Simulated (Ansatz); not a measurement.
# Ni: the cost of one run

Computed with Ansatz 0.2.0 (DFT LDA, scalar-relativistic, plane waves, PAW, unless a step's input says otherwise).

5 further runs of the same task are left out: 5 set aside as unsound or not needed.

## 1. Starting point

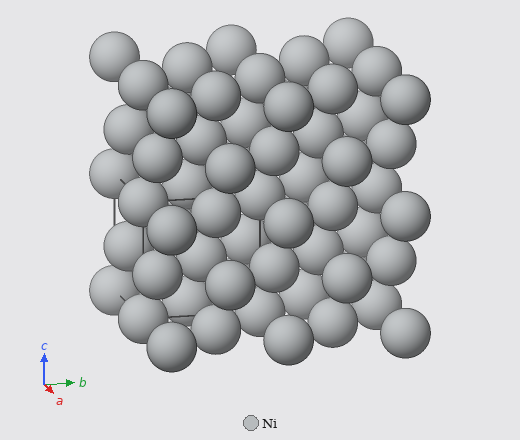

The starting structure, seen slightly off an axis (nickel light grey). 2×2×2 cells are drawn. Atoms on the faces are drawn again on the opposite ones. The cell drawn here is the conventional one.

As a file:

```
CELL_PARAMETERS angstrom
0.00000 1.71213 1.71213
1.71213 0.00000 1.71213
1.71213 1.71213 0.00000
ATOMIC_POSITIONS crystal
Ni 0.00000 0.00000 0.00000
```

## 2. Single point

The input, input.yaml:

```yaml
crystal:
  lattice:
    - [0.0, 1.7121260318, 1.7121260318]
    - [1.7121260318, 0.0, 1.7121260318]
    - [1.7121260318, 1.7121260318, 0.0]
  atoms:
    - { symbol: Ni, position: [0.0, 0.0, 0.0], spin: 0.7 }
basis:
  ecutwfc: 520.0
kpoints:
  mp_grid: { grid: [22, 22, 22] }
hamiltonian:
  xc: lda
  pseudopotentials: { kind: paw, azcp: { folder: soft_1 } }
scf:
  occupations: { method: gaussian, width: 0.15 }
output:
  forces: true
  stress: true
  eigenvalues: true
  populations: true
magnetization:
  spin_polarized: true
```

On the command line:

```bash
$ ansatz run input.yaml --threads 1 --pin off --max-ram 2048MiB --backend cpu --events-out ev --progress --plain --runs-dir out
```

Q: Estimate wall time and peak memory on 1 thread of Intel Xeon Platinum 8259CL at 2.50GHz (Skylake/Cascade Lake), shared host.

About 12 s, with a peak of 0.42 GiB.
